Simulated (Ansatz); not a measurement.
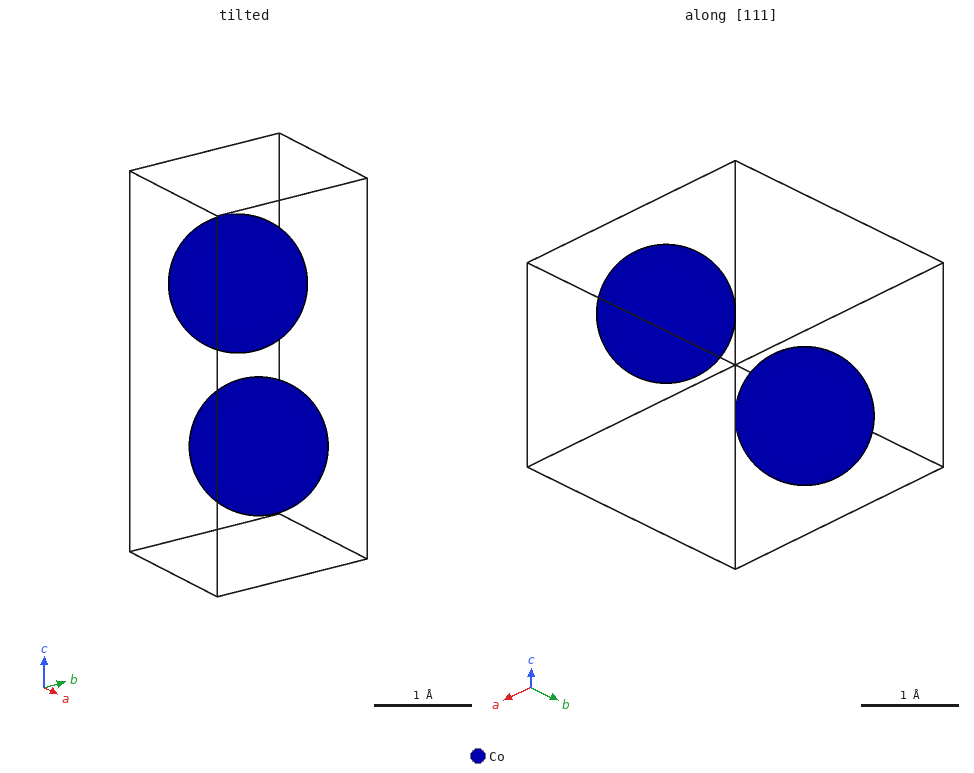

Spheres-only representation of a periodic structure, projected slightly off an axis and along [111]. Lines trace the edges of the conventional unit cell. Cell: a = 2.492 Å, b = 2.492 Å, c = 4.033 Å, α = 90.00°, β = 90.00°, γ = 120.00°.

What structure is drawn here?

The element is cobalt. Space group: P6_3/mmc (No. 194). Lattice: primitive hexagonal. It adopts the structure known as hexagonal close-packed (Mg type). The cell holds two atoms. Each Co atom is coordinated by twelve Co in an anticuboctahedral arrangement at about 2.5 Å.

It goes back to a structure listed in the Materials Project. The picture shows the end point of a geometry optimisation with DFT PBE, scalar-relativistic, plane waves, PAW (Ansatz).
